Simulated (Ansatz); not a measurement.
**Cl2GeH4Si: how energies converge with the basis set**

Aim: see how fast density functionals converge with the basis set for Cl2GeH4Si.

Program: Ansatz 0.2.0, Gaussian basis. Level of theory: one geometry, several basis sets. These are calculated values, not measurements.

Plan: PBE0-D4/def2-SVP; ωB97M-V/def2-SVP; PBE0-D4/def2-QZVPP; ωB97M-V/def2-QZVPP; the functionals' def2-TZVPP values are taken from earlier runs.

### 1 The geometry

An earlier PBE0-D4 in a triple-zeta def2 set relaxation fixed the geometry.

SMILES `Cl[SiH2][GeH2][Cl]`, 8 atoms, charge 0, spin multiplicity 1.

Atoms are counted from 1 here; the program's logs count them from 0.

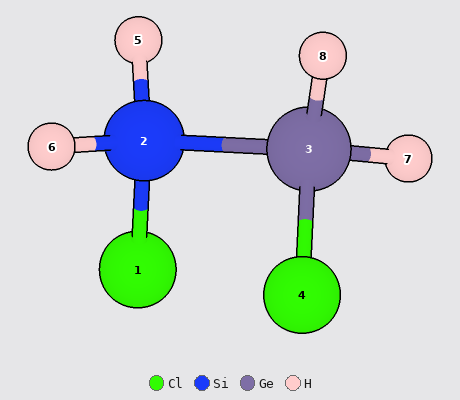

The structure; chlorine green, silicon blue, germanium purple, hydrogen pink; atoms are numbered from 1 in the order of the file.

### 2 PBE0-D4 in def2-SVP

Contents of in.yaml:

```yaml
crystal:
  periodic: [false, false, false]
  atoms:
    - {symbol: Cl, position_ang: [-2.480731, 0.766077, 0.009588]}
    - {symbol: Si, position_ang: [-0.729831, 0.218756, 0.931515]}
    - {symbol: Ge, position_ang: [0.936283, -0.110117, -0.740944]}
    - {symbol: Cl, position_ang: [0.256819, -1.765665, -1.954747]}
    - {symbol: H, position_ang: [-0.330021, 1.302373, 1.863975]}
    - {symbol: H, position_ang: [-0.956271, -1.038952, 1.681673]}
    - {symbol: H, position_ang: [1.095086, 1.091689, -1.683337]}
    - {symbol: H, position_ang: [2.300866, -0.521261, -0.163523]}
basis:
  gaussian: {orbitals: def2-SVP}
hamiltonian: {xc: pbe0, dispersion: d4}
output: {orbitals: {seedname: orbitals}}
```

On the command line:

```
$ ansatz run in.yaml --threads 4 --pin off --events-out ev --progress --plain --max-ram 10444MiB
```

Output:

```text
Functional definition: PBE0
  name "PBE0"
  cite "Adamo & Barone, J. Chem. Phys. 110, 6158 (1999) doi:10.1063/1.478522"
  cite "Perdew, Burke & Ernzerhof, Phys. Rev. Lett. 77, 3865 (1996) doi:10.1103/PhysRevLett.77.3865"
  parent pbe
  parameter a = 0.25
  parameter kappa = 0.804
  parameter beta = 0.06672455060314922
  exchange = (1 - a)*pbe_x(kappa = kappa, mu = beta*pi^2/3) + a*exact_x
  correlation = pbe_c(beta = beta)
1004 factors; integrals over basis functions are off by at most 1.3e-3 eV
mean field evaluation 1: about -89471.9831 eV, gradient 1.7e1 eV
mean field evaluation 2: about -89472.0027 eV, gradient 1.8e1 eV
mean field evaluation 4: about -89472.4839 eV, gradient 2.9e-1 eV
mean field evaluation 8: about -89472.5339 eV, gradient 4.5e-2 eV
mean field evaluation 16: about -89472.5339 eV, gradient 2.3e-5 eV
mean field -89472.53391364 eV, -3288.0549746645 hartree, gradient 2.3e-5 eV, S^2 0.000000; 0 other end points of the search recorded, 0 dependent functions left out
reference -89472.53393993 eV, -3288.0549756306 hartree; 42, 42 occupied and 64, 64 virtual orbitals, 1004 factors
Total energy: -89472.73431305 eV, -3288.0623392071 hartree
```

It took 1 s on 4 threads of Arm Neoverse V2, shared host.

### 3 ωB97M-V in def2-SVP

in.yaml: that of step 2 with these lines changed.

```diff
@@ -13,3 +13,3 @@
   gaussian: {orbitals: def2-SVP}
-hamiltonian: {xc: pbe0, dispersion: d4}
+hamiltonian: {xc: {name: wB97M-V}}
 output: {orbitals: {seedname: orbitals}}
```

Launched as before.

Output, cut to the lines that bear on the results:

```text
Functional definition: wB97M-V
  name "wB97M-V"
  cite "Mardirossian & Head-Gordon, J. Chem. Phys. 144, 214110 (2016) doi:10.1063/1.4952647"
  cite "Becke, J. Chem. Phys. 107, 8554 (1997) doi:10.1063/1.475007"
  cite "Vydrov & Van Voorhis, J. Chem. Phys. 133, 244103 (2010) doi:10.1063/1.3521275"
  # Of w^i u^j: cxij and so on, Table III.
[...]
  gx(w, u) = 1 - cx + cx01*u + cx10*w
  gss(w, u) = css00 + css04*u^4 + css10*w + css20*w^2 + css43*w^4*u^3
  gos(w, u) = cos00 + cos10*w + (cos20 + cos21*u)*w^2 + (cos60 + cos61*u)*w^6
[...]
      + integral(e_c_pw_mod_opposite_spin*gos(b97_w_opposite, b97_u_opposite)) + vv10(b, c)
1004 factors; integrals over basis functions are off by at most 1.3e-3 eV
298 factors; integrals over basis functions are off by at most 5.0e-6 eV
[...]
mean field -89486.09392558 eV, -3288.5532959120 hartree, gradient 3.7e-5 eV, S^2 0.000000; 0 other end points of the search recorded, 0 dependent functions left out
reference -89486.09396514 eV, -3288.5532973658 hartree; 42, 42 occupied and 64, 64 virtual orbitals, 1004 factors
Total energy: -89486.09396514 eV, -3288.5532973658 hartree
```

Run time: 4 s. Hardware: 4 threads of Arm Neoverse V2, shared host; peak memory 0.36 GiB.

### 4 PBE0-D4 in def2-QZVPP

in.yaml: that of step 3 with these lines changed.

```diff
@@ -12,4 +12,4 @@
 basis:
-  gaussian: {orbitals: def2-SVP}
-hamiltonian: {xc: {name: wB97M-V}}
+  gaussian: {orbitals: "def2-QZVPP.json"}
+hamiltonian: {xc: pbe0, dispersion: d4}
 output: {orbitals: {seedname: orbitals}}
```

Launched as before.

Output:

```text
Functional definition: PBE0
  name "PBE0"
  cite "Adamo & Barone, J. Chem. Phys. 110, 6158 (1999) doi:10.1063/1.478522"
  cite "Perdew, Burke & Ernzerhof, Phys. Rev. Lett. 77, 3865 (1996) doi:10.1103/PhysRevLett.77.3865"
  parent pbe
  parameter a = 0.25
  parameter kappa = 0.804
  parameter beta = 0.06672455060314922
  exchange = (1 - a)*pbe_x(kappa = kappa, mu = beta*pi^2/3) + a*exact_x
  correlation = pbe_c(beta = beta)
1917 factors; their error is unknown
mean field evaluation 1: about -89492.5952 eV, gradient 2.1e1 eV
mean field evaluation 2: about -89492.8504 eV, gradient 2.2e1 eV
mean field evaluation 4: about -89493.2667 eV, gradient 1.0e0 eV
mean field evaluation 8: about -89493.4417 eV, gradient 4.6e-1 eV
mean field -89493.44167552 eV, -3288.8233207418 hartree, gradient 5.2e-5 eV, S^2 0.000000; 0 other end points of the search recorded, 0 dependent functions left out
reference -89493.44171466 eV, -3288.8233221802 hartree; 42, 42 occupied and 377, 377 virtual orbitals, 1917 factors
Total energy: -89493.64208778 eV, -3288.8306857568 hartree
```

Run time: 7.5 s. Hardware: 4 threads of Arm Neoverse V2, shared host; peak memory 1.9 GiB.

### 5 ωB97M-V in def2-QZVPP

in.yaml: that of step 4 with these lines changed.

```diff
@@ -13,3 +13,3 @@
   gaussian: {orbitals: "def2-QZVPP.json"}
-hamiltonian: {xc: pbe0, dispersion: d4}
+hamiltonian: {xc: {name: wB97M-V}}
 output: {orbitals: {seedname: orbitals}}
```

Launched as before.

Output, cut to the lines that bear on the results:

```text
Functional definition: wB97M-V
  name "wB97M-V"
  cite "Mardirossian & Head-Gordon, J. Chem. Phys. 144, 214110 (2016) doi:10.1063/1.4952647"
  cite "Becke, J. Chem. Phys. 107, 8554 (1997) doi:10.1063/1.475007"
  cite "Vydrov & Van Voorhis, J. Chem. Phys. 133, 244103 (2010) doi:10.1063/1.3521275"
  # Of w^i u^j: cxij and so on, Table III.
[...]
  gx(w, u) = 1 - cx + cx01*u + cx10*w
  gss(w, u) = css00 + css04*u^4 + css10*w + css20*w^2 + css43*w^4*u^3
  gos(w, u) = cos00 + cos10*w + (cos20 + cos21*u)*w^2 + (cos60 + cos61*u)*w^6
[...]
      + integral(e_c_pw_mod_opposite_spin*gos(b97_w_opposite, b97_u_opposite)) + vv10(b, c)
1853 factors; their error is unknown
334 factors; integrals over basis functions are off by at most 3.4e-5 eV
[...]
mean field -89506.84149328 eV, -3289.3157549619 hartree, gradient 1.9e-5 eV, S^2 0.000000; 0 other end points of the search recorded, 0 dependent functions left out
reference -89506.84155655 eV, -3289.3157572870 hartree; 42, 42 occupied and 377, 377 virtual orbitals, 1853 factors
Total energy: -89506.84155655 eV, -3289.3157572870 hartree
```

Run time: 16 s. Hardware: 4 threads of Arm Neoverse V2, shared host; peak memory 2.2 GiB.

### 6 Density functionals: the series

The def2-TZVPP values come from earlier runs at the same geometry.

| functional | basis | functions | energy (eV) | from the largest (eV) | HOMO (eV) | LUMO (eV) |
| --- | --- | --- | --- | --- | --- | --- |
| PBE0-D4 | def2-SVP | 106 | -89472.7343 | 20.908 | -8.03 | -0.76 |
| PBE0-D4 | def2-TZVPP | 230 | -89491.4139 | 2.228 | -8.13 | -0.99 |
| PBE0-D4 | def2-QZVPP | 419 | -89493.6421 | 0.000 | -8.16 | -1.10 |
| ωB97M-V | def2-SVP | 106 | -89486.0940 | 20.748 | -10.03 | 1.20 |
| ωB97M-V | def2-TZVPP | 230 | -89504.6920 | 2.150 | -10.18 | 0.87 |
| ωB97M-V | def2-QZVPP | 419 | -89506.8416 | 0.000 | -10.21 | 0.62 |

### 7 Results

| quantity | value |
| --- | --- |
| PBE0-D4: double and triple zeta above quadruple | 20.91, 2.23 eV |
| ωB97M-V: double and triple zeta above quadruple | 20.75, 2.15 eV |

What this shows: For PBE0-D4 the step from double to triple zeta gains 18.68 eV and the next only 2.23 eV. Total energies overstate the basis error of differences, where much of it tends to cancel. The LUMO of ωB97M-V is positive and keeps falling with the basis (1.20 to 0.62 eV): an unbound level that the basis holds in place.

For PBE0-D4 the largest set took about 8 times as long as the smallest (7.5 s against 1 s).
